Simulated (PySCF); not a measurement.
**C2H6FNSi, SMILES `CC#N.[SiH3]F`: what the electrons do**

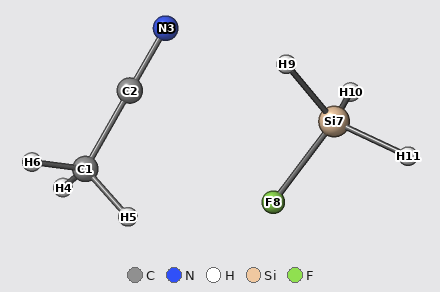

The molecule, with its atoms numbered as below. The pair's geometry is semi-empirical, so its contact may be too short or too long.

Geometry (Å), atoms numbered from 1:

```
C1      -2.2790   -0.8940    0.0386
C2      -1.7931    0.4547   -0.0066
N3      -1.3989    1.5274   -0.0412
H4      -2.9905   -1.0566   -0.7699
H5      -1.4366   -1.5751   -0.0736
H6      -2.7673   -1.0747    0.9954
Si7      1.8584    0.2757    0.0326
F8       1.0251   -1.1034   -0.0766
H9       1.4481    0.8506    1.3004
H10      1.4811    1.0323   -1.1457
H11      3.2474   -0.1627    0.0225
```

### 1. Bonding charge

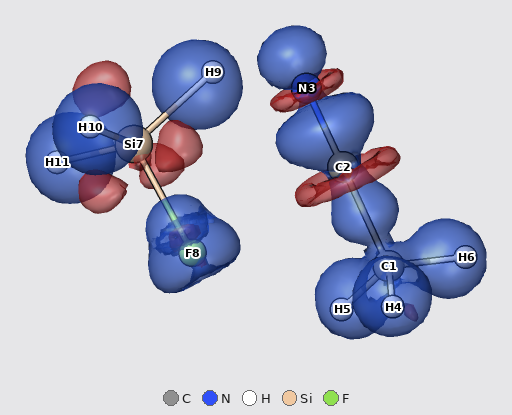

Deformation density (molecule less spherical, spin-averaged free atoms at the same positions), surfaces at ±0.11 e/Å³; blue: gain, red: loss.

Level of theory: r2SCAN/6-311G** (PySCF), at a geometry from GFN2-xTB.

How much density has each bond gained at its critical point, relative to the free atoms?

Answer. C2–N3: +0.92 e/Å³ at the bond critical point (bond length 1.14 Å, Mayer order 3.0). C1–H5: +0.68 e/Å³ at the bond critical point (bond length 1.09 Å, Mayer order 0.9). C1–H4: +0.67 e/Å³ at the bond critical point (bond length 1.09 Å, Mayer order 0.9). C1–H6: +0.67 e/Å³ at the bond critical point (bond length 1.09 Å, Mayer order 0.9). C1–C2: +0.43 e/Å³ at the bond critical point (bond length 1.43 Å, Mayer order 1.0). Si7–H10: +0.23 e/Å³ at the bond critical point (bond length 1.45 Å, Mayer order 0.9). Si7–H9: +0.23 e/Å³ at the bond critical point (bond length 1.45 Å, Mayer order 0.9). Si7–H11: +0.22 e/Å³ at the bond critical point (bond length 1.46 Å, Mayer order 0.9). Si7–F8: +0.01 e/Å³ at the bond critical point (bond length 1.61 Å, Mayer order 0.8); up to 0.6 Å beside the axis the gain reaches +0.23 e/Å³. In all, 2.5 electrons gather in the regions of gain relative to the promolecule. A small or negative value marks a very polar bond, one between electron-rich atoms, whose free-atom densities already overlap strongly, a long bond to a heavier atom, or a closed-shell contact such as a hydrogen bond.

Where do the Hirshfeld charges lie?

Answer. The highest Hirshfeld charge is on Si7 (+0.41 e), the lowest on N3 (−0.22 e).

```tsv
atom	charge (e)
C1	−0.07
C2	+0.09
N3	−0.22
H4	+0.07
H5	+0.07
H6	+0.07
Si7	+0.41
F8	−0.20
H9	−0.07
H10	−0.07
H11	−0.08
```

### 2. Local ionisation energy

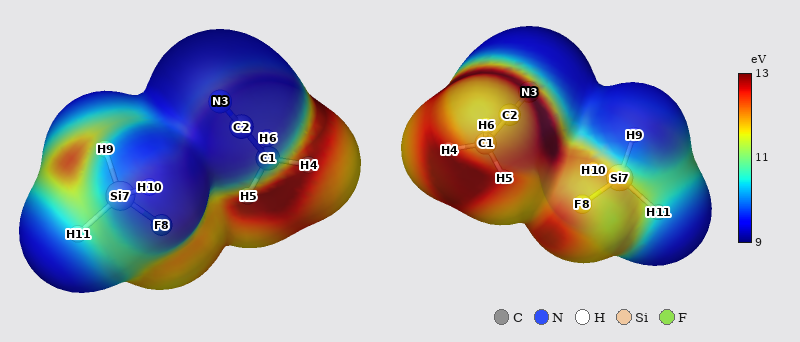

Average local ionisation energy on the surface of electron density 0.001 a.u. (back view left, front view right).

Where are the most loosely bound electrons on this surface?

Answer. The lowest value is 9.1 eV, 1.9 Å from N3. Further minima include 9.3 eV, 1.5 Å from H11; 9.4 eV, 1.5 Å from H10; 11.7 eV, 1.3 Å from H5. For comparison, the highest occupied orbital lies at −8.2 eV.

What volume does the surface enclose, and what is the dipole moment?

Answer. About 129 Å³; the dipole moment is 2.1 D.

### 3. Binding density

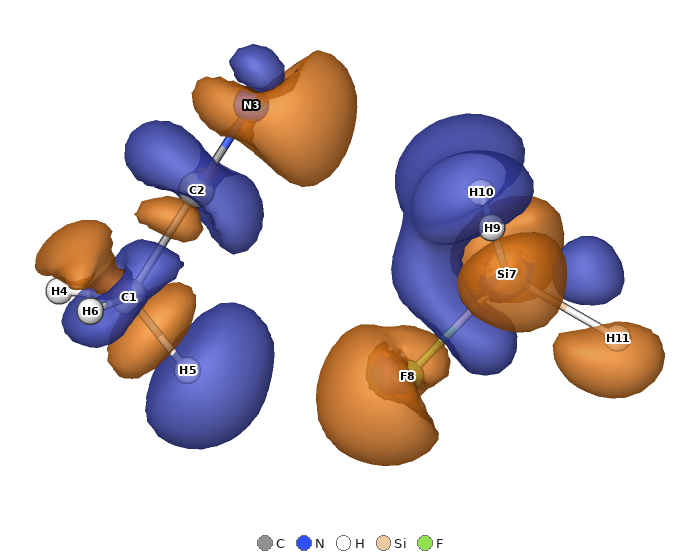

Density of the complex less the densities of the two fragments at the same geometry, ±0.002 e/Å³ (orange: gain, blue: loss). Fragment A: H3C2N (atoms 1–6); fragment B: SiH3F.

How is the density rearranged on binding?

Answer. Hirshfeld charges show almost no net transfer (under 0.005 e). By Hirshfeld charges, electrons gather most on N3 (−0.012 e) and leave H5 most (+0.011 e); 0.06 e is displaced in all, which induces a dipole of 0.10 D.

What is the interaction energy, and which contacts carry it?

Answer. The counterpoise-corrected interaction energy of the frozen fragments is −3.5 kcal/mol without dispersion correction and −4.1 kcal/mol with D3(BJ). The pair geometry is semi-empirical, not a minimum at this level. Contacts: H5···F8, weak C–H hydrogen bond, 2.51 Å, ρ = 0.007 a.u.; N3···H10, 3.12 Å, ρ = 0.005 a.u., a bond path close to vanishing (ellipticity 1.9). The pose is a local one from a semi-empirical search, not shown to be the most stable.

### 4. Excited states

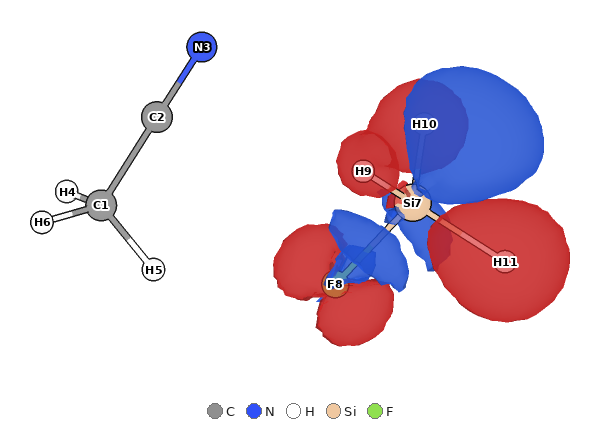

Unrelaxed difference density of S₂ less the ground state (TDA singlet states), ±0.03 e/Å³; blue: gain, red: loss.

Method: CAM-B3LYP/def2-SVP; geometry: GFN2-xTB; program: PySCF. Without diffuse functions Rydberg states are missing, so the states' numbers hold for this basis only.

How does the charge move on excitation?

Answer. 0.71 e is displaced in all, of which about 0.3 e passes between atoms: H11 (0.22 e) and F8 (0.08 e) lose electrons and Si7 (0.30 e) gains them. The state: 8.34 eV (149 nm), f = 0.016; the leading pair carries 98 %; hole on Si7 (32 %), H11 (30 %) and F8 (18 %), electron on Si7 (62 %), F8 (10 %) and H9, H10 and H11 (8 % each); their centroids lie 0.5 Å apart; S₃, S₄ and S₅ lie within 0.1 eV of it.

The PySCF runs shown took 42 s, 100 s and 3.7 min on 1 thread of Arm Neoverse V1 (shared host).
